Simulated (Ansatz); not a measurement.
Pressure series in hypothetical rock salt BeTe

Start from BeTe in the rock salt structure (space group Fm-3m, No. 225; a = 5.370 Å; a hypothetical phase, not in the database extracts checked).

Cell and atoms are relaxed at each pressure.

Computed with r2SCAN, PAW, 500 eV (Ansatz, an electronic-structure program; no spin-orbit coupling).

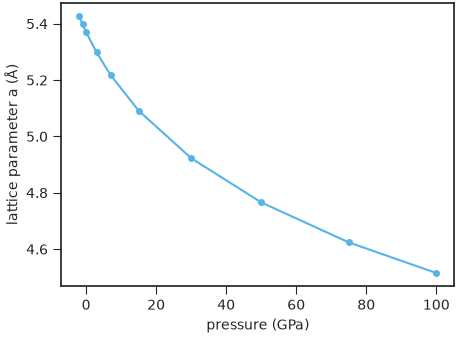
Fig. 1. Lattice parameter a against pressure

```json
[
 {"pressure (GPa)": "-2", "lattice parameter a": "5.427 Å"},
 {"pressure (GPa)": "-1", "lattice parameter a": "5.397 Å"},
 {"pressure (GPa)": "3", "lattice parameter a": "5.298 Å"},
 {"pressure (GPa)": "7", "lattice parameter a": "5.217 Å"},
 {"pressure (GPa)": "15", "lattice parameter a": "5.091 Å"},
 {"pressure (GPa)": "30", "lattice parameter a": "4.923 Å"},
 {"pressure (GPa)": "50", "lattice parameter a": "4.766 Å"},
 {"pressure (GPa)": "75", "lattice parameter a": "4.624 Å"},
 {"pressure (GPa)": "100", "lattice parameter a": "4.515 Å"}
]
```

Load acts through the strain it causes; cell and atoms are relaxed under it. Whether these cells are dynamically stable was not tested. Competing high-pressure phases were not computed. The final runs are not spin-polarised.
